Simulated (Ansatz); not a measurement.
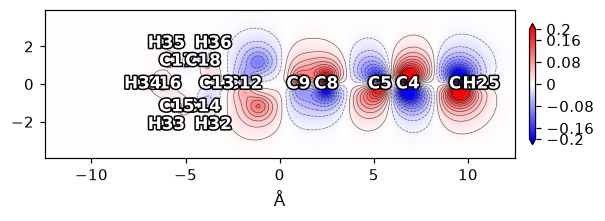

C24H18 (SMILES c1ccc(-c2ccc(-c3ccc(-c4ccccc4)cc3)cc2)cc1). The HOMO−1 on the plane of atoms C16, C15 and H33 (values in Å⁻³ᐟ²; the overall sign is arbitrary).

Geometry: r2SCAN-D4/def2-SVP.

All numbers below come from RKS PBE0-D4/def2-TZVP (Ansatz 0.2.0).

```yaml
atoms:
  - { symbol: C, position_ang: [-7.8817, -0.0021, 0.4806] }
  - { symbol: C, position_ang: [-7.2510, -0.1275, -0.7617] }
  - { symbol: C, position_ang: [-5.8579, -0.1281, -0.8467] }
  - { symbol: C, position_ang: [-5.0619, -0.0014, 0.3088] }
  - { symbol: C, position_ang: [-3.5851, -0.0011, 0.2188] }
  - { symbol: C, position_ang: [-2.9115, -0.7946, -0.7292] }
  - { symbol: C, position_ang: [-1.5215, -0.7954, -0.8132] }
  - { symbol: C, position_ang: [-0.7376, 0.0002, 0.0445] }
  - { symbol: C, position_ang: [0.7376, 0.0004, -0.0454] }
  - { symbol: C, position_ang: [1.4844, 1.1676, 0.2061] }
  - { symbol: C, position_ang: [2.8743, 1.1680, 0.1199] }
  - { symbol: C, position_ang: [3.5852, 0.0008, -0.2185] }
  - { symbol: C, position_ang: [5.0619, 0.0011, -0.3085] }
  - { symbol: C, position_ang: [5.7581, 1.1289, -0.7862] }
  - { symbol: C, position_ang: [7.1512, 1.1288, -0.8717] }
  - { symbol: C, position_ang: [7.8817, 0.0018, -0.4805] }
  - { symbol: C, position_ang: [7.2047, -1.1254, -0.0032] }
  - { symbol: C, position_ang: [5.8116, -1.1263, 0.0811] }
  - { symbol: C, position_ang: [2.8388, -1.1666, -0.4683] }
  - { symbol: C, position_ang: [1.4487, -1.1666, -0.3853] }
  - { symbol: C, position_ang: [-1.4117, 0.7950, 0.9917] }
  - { symbol: C, position_ang: [-2.8016, 0.7933, 1.0775] }
  - { symbol: C, position_ang: [-5.7118, 0.1252, 1.5523] }
  - { symbol: C, position_ang: [-7.1049, 0.1241, 1.6371] }
  - { symbol: H, position_ang: [-8.9736, -0.0023, 0.5472] }
  - { symbol: H, position_ang: [-7.8489, -0.2176, -1.6739] }
  - { symbol: H, position_ang: [-5.3759, -0.1989, -1.8265] }
  - { symbol: H, position_ang: [-3.4887, -1.4364, -1.4012] }
  - { symbol: H, position_ang: [-1.0319, -1.4119, -1.5727] }
  - { symbol: H, position_ang: [0.9638, 2.0967, 0.4553] }
  - { symbol: H, position_ang: [3.4237, 2.0887, 0.3370] }
  - { symbol: H, position_ang: [5.1957, 2.0056, -1.1216] }
  - { symbol: H, position_ang: [7.6700, 2.0129, -1.2551] }
  - { symbol: H, position_ang: [8.9736, 0.0022, -0.5470] }
  - { symbol: H, position_ang: [7.7668, -2.0092, 0.3144] }
  - { symbol: H, position_ang: [5.2946, -2.0033, 0.4822] }
  - { symbol: H, position_ang: [3.3581, -2.0869, -0.7509] }
  - { symbol: H, position_ang: [0.9021, -2.0960, -0.5693] }
  - { symbol: H, position_ang: [-0.8338, 1.4113, 1.6865] }
  - { symbol: H, position_ang: [-3.2932, 1.4355, 1.8141] }
  - { symbol: H, position_ang: [-5.1145, 0.1960, 2.4664] }
  - { symbol: H, position_ang: [-7.5877, 0.2138, 2.6151] }
```

> Where does this orbital lie, and at what energy?

No atom holds more than about 10 % of it (Hirshfeld); by element the shares are C 95 % and H 5 %. Its energy is −6.88 eV.
